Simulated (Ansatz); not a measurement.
# Calculations on SiNH7O

### Relaxation

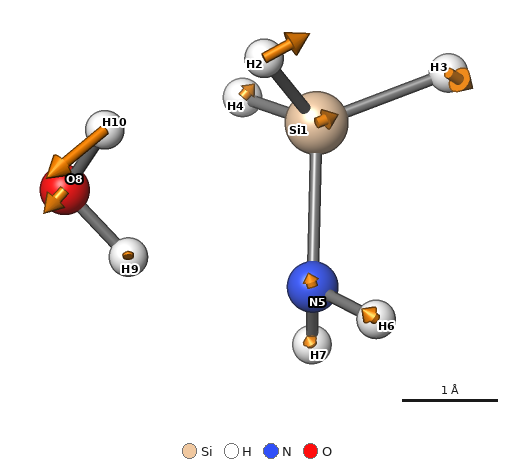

A relaxation of SiNH7O. The starting structure is drawn; orange arrows show the displacements, at their true length. The two geometries are superimposed by the best rigid fit.

A ball-and-stick model, seen at a tilt.

The run prepares an end point of a later path (reaction) calculation, from a guessed geometry.

These are results of RKS PBE0/6-31G* in Ansatz, not measurements.

Input
```yaml
crystal:
  periodic: [false, false, false]
  atoms:
    - { symbol: Si, position_ang: [0.144431, -0.081332, -0.066103] }
    - { symbol: H, position_ang: [-0.000343, 0.027472, 1.394344] }
    - { symbol: H, position_ang: [1.605708, -0.258272, -0.34532] }
    - { symbol: H, position_ang: [-0.322772, 1.129656, -0.777084] }
    - { symbol: "N", position_ang: [-0.826206, -1.450311, -0.584066] }
    - { symbol: H, position_ang: [-0.471408, -2.367578, -0.341354] }
    - { symbol: H, position_ang: [-1.127079, -1.441859, -1.55013] }
    - { symbol: O, position_ang: [-2.502701, 0.185645, 1.058367] }
    - { symbol: H, position_ang: [-2.314231, -0.603324, 0.518654] }
    - { symbol: H, position_ang: [-1.8312, 0.100702, 1.771292] }
basis:
  gaussian: { orbitals: "6-31G*" }
hamiltonian:
  xc: pbe0
relax:
  f_tol: 0.03
  max_steps: 50
```

Launched with:
```bash
ansatz run input.yaml --threads 1 --pin off --max-ram 2048MiB --backend cpu --events-out ev --progress --plain --runs-dir out
```

Describe the change and its energy.

The atom that moves furthest after the best rigid fit is H10 (0.86 Å). Largest moves by element: H 0.86 Å, O 0.34 Å, Si 0.27 Å, N 0.16 Å. Near-neighbour distances that change, for instance: O8–H10 0.983 → 0.965 Å, Si1–H2 1.472 → 1.486 Å. Among the angles between lasting bonds that change: H9–O8–H10 101.5° → 103.6°. After 9 accepted moves (13 points after the start) the energy has fallen by 4.31 kcal/mol. Largest force component: 0.86 eV/Å at the start, 0.011 eV/Å at the end. The line search rejected the trial steps at points 3, 8, 10, 12 of the run. The forces were under the threshold at step 9, but the run went on from there.

### Relaxation

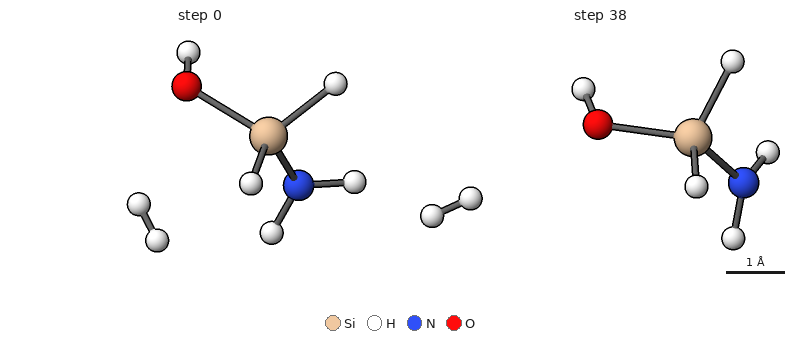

The structure of SiNH$_{7}$O before (left) and after (right) a relaxation, at one scale.

The picture is a ball-and-stick view, seen at a tilt.

The run prepares an end point of a later path (reaction) calculation, from a guessed geometry.

Method: RKS PBE0/6-31G* in Ansatz 0.2.0. Set-up: no spin polarisation; force threshold 0.03 eV/Å; at most 50 steps.

Question: What changed between the two?

Answer: After 33 accepted moves (38 points after the start) the energy has fallen by 4.64 kcal/mol. Largest force component: 1.3 eV/Å at the start, 0.021 eV/Å at the end. The line search rejected the trial steps at points 4, 12, 26, 28, 34 of the run. The forces were under the threshold at step 14, but the run went on from there. The largest move after the best rigid fit is that of an H atom, 2.20 Å. Largest moves by element: H 2.20 Å, N 0.79 Å, O 0.69 Å, Si 0.42 Å. Among the contacts that change: H–H 0.709 → 0.745 Å. Bond angles that change, for instance: H–Si–N 116.5° → 109.0°, N–Si–O 112.9° → 117.9°, H–Si–H 109.7° → 113.0°.

Limits of the set-up: the start holds two separate molecules, 2.2 Å apart at their closest, whose relative position is a soft coordinate and is computed without a dispersion correction.

### Path

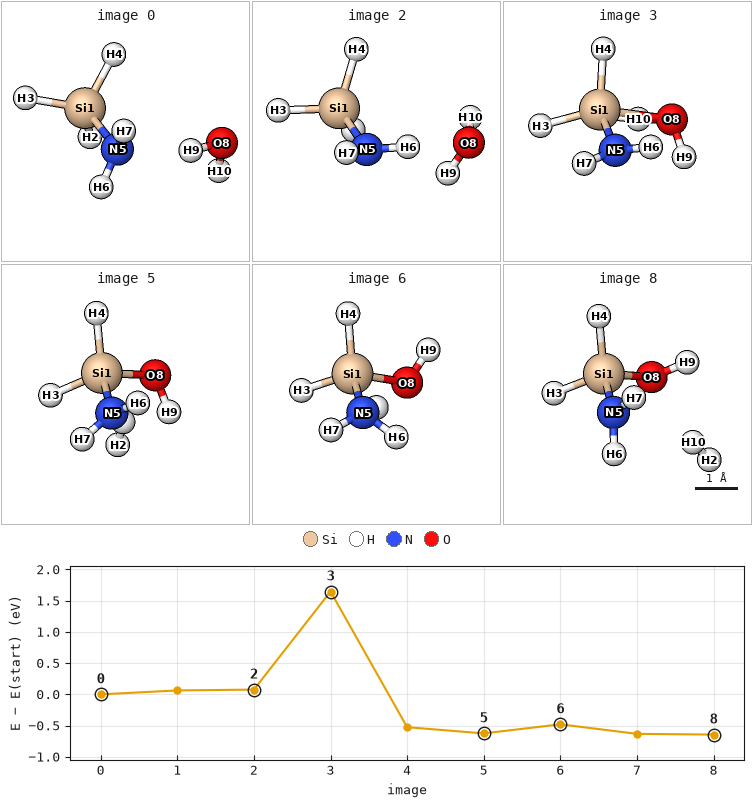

A nudged-elastic-band calculation for SiNH$_{7}$O. Images are numbered from 0 (start) to 8 (end). Style: ball-and-stick. Shown from a free direction.

Theory: RKS PBE0/6-31G* in Ansatz 0.2.0. Settings: 7 movable images; climbing image; force threshold 0.03 eV/Å; iteration limit 60; starting path through a guess of the saddle point.

> Describe the mechanism and the energy profile.

The path has more than one stage, and so few images may leave a stage unresolved. Breaking: O8–H10 (0.96 → 1.22 at the top → 2.55 Å), Si1–H2 (1.49 → 1.78 at the top → 4.73 Å). Forming: H2–H10 (3.27 → 1.04 at the top → 0.75 Å), Si1–O8 (3.45 → 1.90 at the top → 1.67 Å). Forward barrier 1.65 eV, backward barrier 2.29 eV, with image 3 at the top; the reaction energy is −0.64 eV. The profile has 2 maxima (images 3, 6) with a dip at image 5 (−0.63 eV), so the process runs in steps. The band converged in 35 iterations. The largest component of the band force went from 13 to 0.029 eV/Å. The climbing image converged on the top of the path. Its vibrational analysis gives one imaginary mode (1460i cm⁻¹), as a transition state must have.

The run took 6.7 min on 1 thread of Intel(R) Xeon(R) 6975P-C (Granite Rapids), with other jobs on the host, peak memory 0.14 GiB.
